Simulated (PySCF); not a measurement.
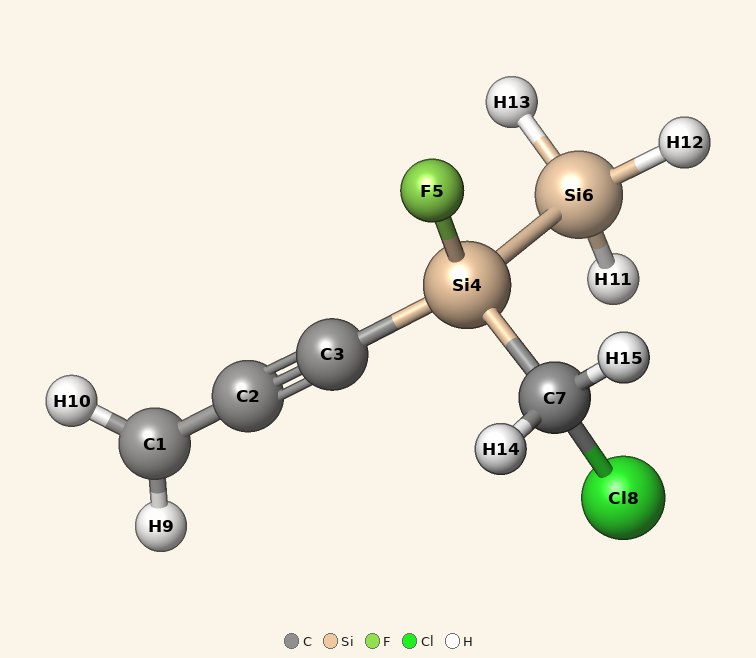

Charge 0, doublet. The computed structure is the end point of a GFN2-xTB optimisation. No frequency run is at hand to confirm it as a minimum. Level of theory: UKS B3LYP, pcH-1 on C Cl F H Si, non-relativistic (PySCF 2.14.0).

Give the isotropic hyperfine couplings (Fermi-contact term alone) of C1, C2, C3, Si4, F5, Si6, C7, Cl8, H9, H10, H11, H12, H13, H14, H15.

| atom | isotope | a_iso (MHz) |
| --- | --- | --- |
| C1 | 13C | 58.9 |
| C2 | 13C | −58.2 |
| C3 | 13C | 59.8 |
| Si4 | 29Si | 27.3 |
| F5 | 19F | 9.6 |
| Si6 | 29Si | −25.8 |
| C7 | 13C | 15.7 |
| Cl8 | 35Cl | 0.0 |
| H9 | 1H | −50.0 |
| H10 | 1H | −50.1 |
| H11 | 1H | −1.3 |
| H12 | 1H | 11.9 |
| H13 | 1H | −1.2 |
| H14 | 1H | −0.7 |
| H15 | 1H | 1.9 |

The geometry is semi-empirical. Around Si such bond lengths and angles can be off by a tenth of an ångström or more and by several degrees, and values that hang on the shape move with them.
